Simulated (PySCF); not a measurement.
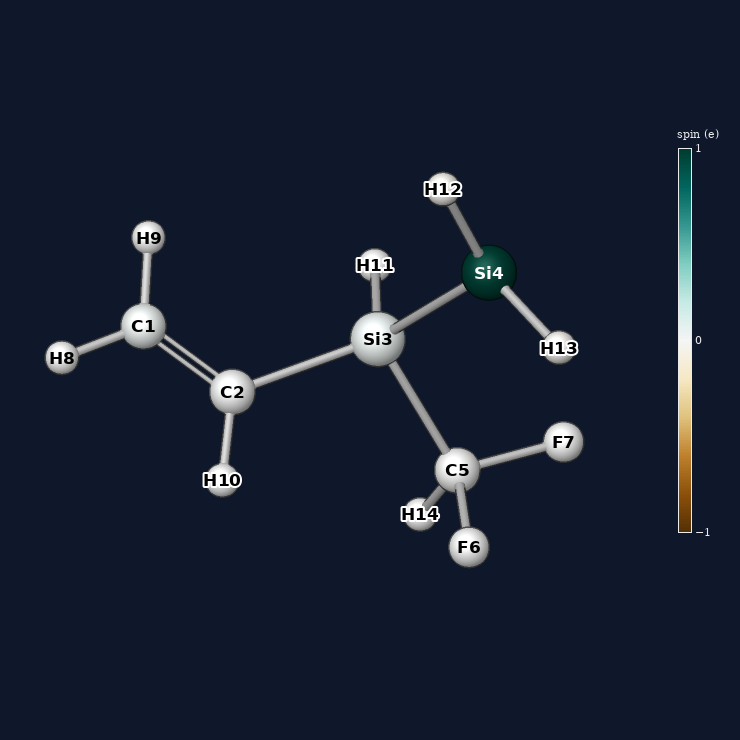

Atoms are coloured by their Mulliken spin populations. Charge 0, doublet. Computed geometry: GFN2-xTB optimisation. No frequency run is at hand to confirm it as a minimum. Properties computed with UKS B3LYP, pcH-1 on C F H Si, non-relativistic (PySCF 2.14.0).

Give the Mulliken spin populations atom by atom.

```
atom  value (e)
  C1       0.03
  C2       0.01
 Si3       0.03
 Si4       0.98
  C5      −0.01
  F6       0.00
  F7       0.00
  H8       0.00
  H9       0.00
 H10       0.00
 H11       0.00
 H12      −0.02
 H13      −0.02
 H14       0.00
```

Mulliken values depend strongly on the basis set. The geometry is semi-empirical. Around Si such bond lengths and angles can be off by a tenth of an ångström or more and by several degrees, and values that hang on the shape move with them.
